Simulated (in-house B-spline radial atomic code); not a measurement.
**Mn: excited configurations**

Aim: the energies of several excited configurations of Mn above a reference configuration, each from its own self-consistent run.

Program: in-house B-spline radial atomic code version 1. Level of theory: non-relativistic BHandHLYP, spin-polarised, spherical density, exact exchange averaged over the configuration, point nucleus, basis-set limit. These are calculated values, not measurements, unless marked.

## Step 1: The system

| Property | Result |
| --- | --- |
| element | manganese (Z = 25) |
| charge | 0 |
| electrons | 25 |
| configuration | [Ar] 3d5 4s2 |
| Hamiltonian | non-relativistic |
| nucleus | point |

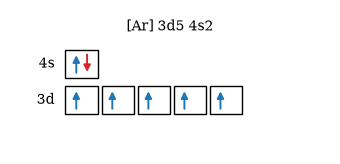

Outer shells as boxes.

Where spins are not typed, each open shell is filled with up spins first.

Input settings:

```ini
Z = 25
electrons = 25.0
configuration = [Ar] 3d5 4s2
hamiltonian = nr
method = bhandhlyp
spin_polarised = True
exact_exchange = averaged over the configuration
```

From the earlier run of the reference: total energy -1150.995251 hartree. Levels, eight at most:

```csv
orbital,occupation,energy (eV),<r> (bohr)
2p down,3,-650.18,0.2474
3s up,1,-97.477,0.8588
3s down,1,-89.816,0.8632
3p up,3,-64.940,0.9076
3p down,3,-56.206,0.9179
3d up,5,-12.830,1.151
4s up,1,-6.491,3.138
4s down,1,-5.742,3.340
```

## Step 2: Configuration [Ne] 3s2 3p5 3d6 4s2

Changes to the settings of step 1:

```diff
@@ -2,3 +2,3 @@
 electrons = 25.0
-configuration = [Ar] 3d5 4s2
+configuration = [Ne] 3s2 3p5 3d6 4s2
 hamiltonian = nr
```

The run is started by

```sh
python run_scf.py task.json out
```

The settings of every run stand in task.json; they run in order.

Results of the run (chosen fields of its result record, rounded):

```text
{
  "status": "converged",
  "iterations": 12,
  "energy [hartree]": {"total": -1149.24807729, "kinetic": 1148.40372548, "nuclear": -2730.52332806, "coulomb": 484.356017252, "exact_exchange": -24.9431173725, "xc": -26.5413745833},
  "orbitals [hartree, bohr; first row names the columns]": [
    ["name", "occ", "eps", "<r>"],
    ["1s up", 1.0, -237.61964, 0.061542],
    ["1s down", 1.0, -237.59475, 0.061536],
    ["2s up", 1.0, -28.150176, 0.28179],
    ["2s down", 1.0, -28.042894, 0.28108],
    ["2p up", 3.0, -24.096733, 0.24811],
    ["2p down", 3.0, -23.983456, 0.24753],
    ["3s up", 1.0, -3.6521979, 0.8552],
    ["3s down", 1.0, -3.2757273, 0.86323],
    ["3p up", 3.0, -2.4544269, 0.90135],
    ["3p down", 2.0, -2.1100664, 0.91588],
    ["3d up", 5.0, -0.52421492, 1.1165],
    ["3d down", 1.0, -0.29744166, 1.2929],
    ["4s up", 1.0, -0.24168954, 3.1088],
    ["4s down", 1.0, -0.21622017, 3.2969]
  ],
  "sum_r [bohr^k]": {"-1": 109.2209, "1": 21.70791, "2": 41.42353},
  "energy_minus_base [hartree]": 1.74717381
}
```

Run time: 0.33 s. Hardware: 1 thread, shared host.

energy_minus_base is the energy less that of the reference run.

## Step 3: Run with [Ar] 3d5 4s1 5f1

Changes to the settings of step 2:

```diff
@@ -2,3 +2,3 @@
 electrons = 25.0
-configuration = [Ne] 3s2 3p5 3d6 4s2
+configuration = [Ar] 3d5 4s1 5f1
 hamiltonian = nr
```

Results of the run:

```text
{
  "status": "converged",
  "iterations": 13,
  "energy [hartree]": {"total": -1150.749421, "kinetic": 1149.91693836, "nuclear": -2729.11654103, "coulomb": 480.402167874, "exact_exchange": -25.4293087674, "xc": -26.5226774282},
  "orbitals [hartree, bohr; first row names the columns]": [
    ["name", "occ", "eps", "<r>"],
    ["1s up", 1.0, -237.67643, 0.061545],
    ["1s down", 1.0, -237.67391, 0.061545],
    ["2s up", 1.0, -28.314581, 0.28194],
    ["2s down", 1.0, -28.208276, 0.28124],
    ["2p up", 3.0, -24.243995, 0.24835],
    ["2p down", 3.0, -24.149536, 0.24741],
    ["3s up", 1.0, -3.8437044, 0.85846],
    ["3s down", 1.0, -3.5514845, 0.86425],
    ["3p up", 3.0, -2.6471727, 0.9074],
    ["3p down", 3.0, -2.3198162, 0.91746],
    ["3d up", 5.0, -0.73059184, 1.1368],
    ["4s up", 1.0, -0.45989234, 2.8241],
    ["5f up", 1.0, -0.016395703, 29.755]
  ],
  "sum_r [bohr^k]": {"-1": 109.1647, "1": 47.63419, "2": 1016.845},
  "energy_minus_base [hartree]": 0.245830103
}
```

It took 1.1 s on 1 thread, shared host.

## Step 4: Run with [Ar] 3d6 4s1

Changes to the settings of step 3:

```diff
@@ -2,3 +2,3 @@
 electrons = 25.0
-configuration = [Ar] 3d5 4s1 5f1
+configuration = [Ar] 3d6 4s1
 hamiltonian = nr
```

Results of the run:

```text
{
  "status": "converged",
  "iterations": 12,
  "energy [hartree]": {"total": -1150.91636348, "kinetic": 1150.05458131, "nuclear": -2739.43554459, "coulomb": 490.477679626, "exact_exchange": -25.3387361415, "xc": -26.6743436805},
  "orbitals [hartree, bohr; first row names the columns]": [
    ["name", "occ", "eps", "<r>"],
    ["1s up", 1.0, -237.25622, 0.061545],
    ["1s down", 1.0, -237.25498, 0.061544],
    ["2s up", 1.0, -27.865418, 0.28183],
    ["2s down", 1.0, -27.787874, 0.28131],
    ["2p up", 3.0, -23.798536, 0.24821],
    ["2p down", 3.0, -23.729614, 0.24751],
    ["3s up", 1.0, -3.3829283, 0.86369],
    ["3s down", 1.0, -3.1624756, 0.86716],
    ["3p up", 3.0, -2.1905195, 0.91708],
    ["3p down", 3.0, -1.9417445, 0.92331],
    ["3d up", 5.0, -0.29643042, 1.2703],
    ["3d down", 1.0, -0.14789214, 1.5344],
    ["4s up", 1.0, -0.19736341, 3.3839]
  ],
  "sum_r [bohr^k]": {"-1": 109.5774, "1": 20.69545, "2": 36.23508},
  "energy_minus_base [hartree]": 0.0788876229
}
```

Run time: 0.3 s. Hardware: 1 thread, shared host.

## Step 5: Run with [Ar] 3d5 4s1 4p1

Changes to the settings of step 4:

```diff
@@ -2,3 +2,3 @@
 electrons = 25.0
-configuration = [Ar] 3d6 4s1
+configuration = [Ar] 3d5 4s1 4p1
 hamiltonian = nr
```

Results of the run:

```text
{
  "status": "converged",
  "iterations": 11,
  "energy [hartree]": {"total": -1150.90518452, "kinetic": 1150.072956, "nuclear": -2734.47237698, "coulomb": 485.530084579, "exact_exchange": -25.4480363596, "xc": -26.5878117591},
  "orbitals [hartree, bohr; first row names the columns]": [
    ["name", "occ", "eps", "<r>"],
    ["1s up", 1.0, -237.46191, 0.061546],
    ["1s down", 1.0, -237.45884, 0.061545],
    ["2s up", 1.0, -28.102804, 0.28195],
    ["2s down", 1.0, -27.997236, 0.28124],
    ["2p up", 3.0, -24.032556, 0.24835],
    ["2p down", 3.0, -23.937856, 0.24742],
    ["3s up", 1.0, -3.6305509, 0.85837],
    ["3s down", 1.0, -3.3396079, 0.86414],
    ["3p up", 3.0, -2.4347158, 0.907],
    ["3p down", 3.0, -2.1078051, 0.9174],
    ["3d up", 5.0, -0.5179755, 1.1503],
    ["4s up", 1.0, -0.29297144, 3.0419],
    ["4p up", 1.0, -0.13327863, 4.0579]
  ],
  "sum_r [bohr^k]": {"-1": 109.3789, "1": 22.22046, "2": 46.91036},
  "energy_minus_base [hartree]": 0.0900665765
}
```

Run time: 0.25 s. Hardware: 1 thread, shared host.

## Step 6: [Ne] 3s2 3p5 3d5 4s2 4p1

Changes to the settings of step 5:

```diff
@@ -2,3 +2,3 @@
 electrons = 25.0
-configuration = [Ar] 3d5 4s1 4p1
+configuration = [Ne] 3s2 3p5 3d5 4s2 4p1
 hamiltonian = nr
```

Results of the run:

```text
{
  "status": "converged",
  "iterations": 11,
  "energy [hartree]": {"total": -1149.10914324, "kinetic": 1148.29944075, "nuclear": -2724.34326185, "coulomb": 478.434418308, "exact_exchange": -25.0562409973, "xc": -26.4434994508},
  "orbitals [hartree, bohr; first row names the columns]": [
    ["name", "occ", "eps", "<r>"],
    ["1s up", 1.0, -237.87898, 0.061544],
    ["1s down", 1.0, -237.85218, 0.061537],
    ["2s up", 1.0, -28.450405, 0.28191],
    ["2s down", 1.0, -28.312975, 0.281],
    ["2p up", 3.0, -24.392832, 0.24825],
    ["2p down", 3.0, -24.251129, 0.24744],
    ["3s up", 1.0, -3.9414778, 0.84785],
    ["3s down", 1.0, -3.4943036, 0.85769],
    ["3p up", 3.0, -2.7377061, 0.88874],
    ["3p down", 2.0, -2.313759, 0.9062],
    ["3d up", 5.0, -0.78542389, 1.0415],
    ["4s up", 1.0, -0.34191157, 2.8174],
    ["4s down", 1.0, -0.27856646, 2.9774],
    ["4p up", 1.0, -0.1586711, 3.666]
  ],
  "sum_r [bohr^k]": {"-1": 108.9737, "1": 23.0252, "2": 49.01888},
  "energy_minus_base [hartree]": 1.88610786
}
```

Run time: 0.28 s. Hardware: 1 thread, shared host.

## Step 7: Configuration [Ar] 3d4 4s2 4p1

Changes to the settings of step 6:

```diff
@@ -2,3 +2,3 @@
 electrons = 25.0
-configuration = [Ne] 3s2 3p5 3d5 4s2 4p1
+configuration = [Ar] 3d4 4s2 4p1
 hamiltonian = nr
```

Results of the run:

```text
{
  "status": "converged",
  "iterations": 11,
  "energy [hartree]": {"total": -1150.67319056, "kinetic": 1149.83405565, "nuclear": -2728.44699114, "coulomb": 479.381475197, "exact_exchange": -25.0244532416, "xc": -26.4172770284},
  "orbitals [hartree, bohr; first row names the columns]": [
    ["name", "occ", "eps", "<r>"],
    ["1s up", 1.0, -237.72048, 0.061548],
    ["1s down", 1.0, -237.71911, 0.061547],
    ["2s up", 1.0, -28.390396, 0.28191],
    ["2s down", 1.0, -28.29728, 0.28127],
    ["2p up", 3.0, -24.316735, 0.24831],
    ["2p down", 3.0, -24.231915, 0.24748],
    ["3s up", 1.0, -3.8580423, 0.85028],
    ["3s down", 1.0, -3.6110232, 0.8549],
    ["3p up", 3.0, -2.6459425, 0.89335],
    ["3p down", 3.0, -2.3655855, 0.90317],
    ["3d up", 4.0, -0.73108114, 1.0607],
    ["4s up", 1.0, -0.33704446, 2.8443],
    ["4s down", 1.0, -0.28338277, 2.9556],
    ["4p up", 1.0, -0.15649279, 3.705]
  ],
  "sum_r [bohr^k]": {"-1": 109.1379, "1": 23.01613, "2": 49.21238},
  "energy_minus_base [hartree]": 0.322060542
}
```

It took 0.27 s on 1 thread, shared host.

## Step 8: All configurations in order

| net move | configuration | 2|M_S|+1 | energy above the reference (eV) | largest <r> (bohr) |
| --- | --- | --- | --- | --- |
| 4s → 3d | [Ar] 3d6 4s1 | 6 | 2.147 | 3.38 |
| 4s → 4p | [Ar] 3d5 4s1 4p1 | 8 | 2.451 | 4.06 |
| 4s → 5f | [Ar] 3d5 4s1 5f1 | 8 | 6.689 | 29.8 |
| 3d → 4p | [Ar] 3d4 4s2 4p1 | 6 | 8.764 | 3.71 |
| 3p → 3d | [Ne] 3s2 3p5 3d6 4s2 | 6 | 47.543 | 3.30 |
| 3p → 4p | [Ne] 3s2 3p5 3d5 4s2 4p1 | 8 | 51.324 | 3.67 |

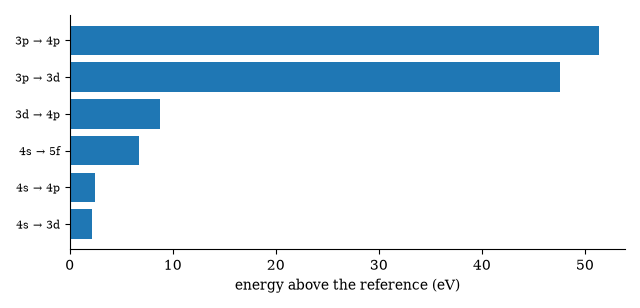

Energy of each configuration above the reference.

The energies run from 2.147 eV (4s → 3d) to 51.324 eV (3p → 4p). 2 of them lie more than 60 % above minus the reference's highest level (5.742 eV), in the range where a state can decay by emitting an electron. The reference has 2|M_S|+1 = 6; 3 of the configurations differ from it in spin. These are spherical averages at the typed spins, not spectroscopic levels.
